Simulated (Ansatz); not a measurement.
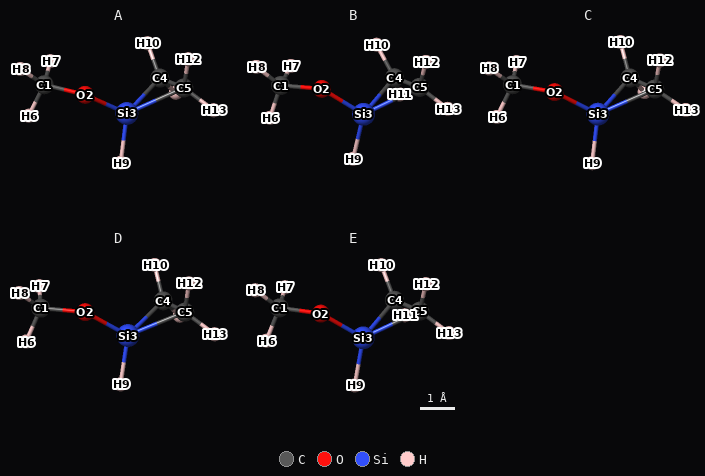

5 geometries from one relaxation of C3H8OSi, in shuffled order. A ball-and-stick model, seen at a tilt.

The run prepares an end point of a later path (torsion) calculation, from a guessed geometry.

All numbers below come from Ansatz 0.2.0, RKS r2SCAN/def2-SVP. Set-up: no spin polarisation; force threshold 0.015 eV/Å; at most 40 steps.

### Order the frames from highest to lowest energy.

B, E, A, C, D. They are steps 0, 1, 2, 3, 8, at +0.873 eV, +0.238 eV, +0.116 eV, +0.026 eV relative to the last. The energy falls by 0.873 eV in 7 accepted moves (8 points after the start). The largest force component goes from 3.1 to 0.013 eV/Å. The line search rejected the trial step at point 5 of the run. H7 moves most after the best rigid fit: 0.50 Å. Largest moves by element: H 0.50 Å, Si 0.30 Å, O 0.20 Å, C 0.15 Å. Some distances before and after: C4–C5 1.461 → 1.570 Å, Si3–C4 1.935 → 1.849 Å, C4–H11 1.027 → 1.097 Å, C1–H8 1.046 → 1.101 Å. Among the angles between lasting bonds that change: C4–Si3–H9 105.5° → 120.4°, Si3–C4–H10 106.9° → 119.4°, O2–C1–H7 103.3° → 111.8°. Cost: 33 s on 2 threads of Arm Neoverse V2 (shared host), peak memory 0.17 GiB.
